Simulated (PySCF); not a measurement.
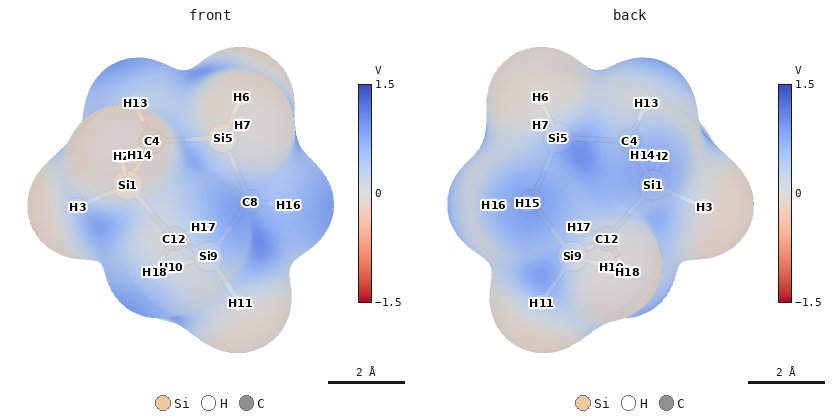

C3H12Si3. The electrostatic potential painted on the density surface at 0.002 e/bohr³, seen from the front and from behind; the colour scale runs from red (negative) to blue (positive).

Geometry: PBE0-D3(BJ)/def2-SVP.

These are results of PBE0/pcSseg-1, SCF density, gas phase, non-relativistic (PySCF 2.14.0), not measurements.

| atom | x (Å) | y (Å) | z (Å) |
| --- | --- | --- | --- |
| Si | -0.2459 | 0.1985 | -1.8485 |
| H | 0.3945 | 1.2405 | -2.7122 |
| H | -1.1149 | -0.6551 | -2.7192 |
| C | 1.0991 | -0.8553 | -1.0381 |
| Si | 1.6659 | -0.1370 | 0.6083 |
| H | 2.8628 | -0.8655 | 1.1371 |
| H | 2.0644 | 1.2937 | 0.3997 |
| C | 0.2406 | -0.1998 | 1.8464 |
| Si | -1.4579 | -0.0324 | 1.0347 |
| H | -1.9485 | -1.3964 | 0.6506 |
| H | -2.4505 | 0.5508 | 1.9926 |
| C | -1.3094 | 1.0210 | -0.5193 |
| H | 1.9506 | -0.9696 | -1.7286 |
| H | 0.6986 | -1.8674 | -0.8513 |
| H | 0.2750 | -1.1505 | 2.4042 |
| H | 0.3781 | 0.6058 | 2.5869 |
| H | -0.8520 | 1.9856 | -0.2365 |
| H | -2.3069 | 1.2502 | -0.9290 |

Question: Which sites attract a positive test charge, and which a negative one?

Answer: A positive charge is drawn to the negative regions and a negative charge to the positive ones. The most negative region (about −0.2 V) lies over H2, H3, H6 and H11, the most positive (about +1.0 V, or +23 kcal/mol for a unit charge) over Si5 and Si9.

Question: What dipole moment does the calculation give?

Answer: Its dipole moment is 0.36 D.
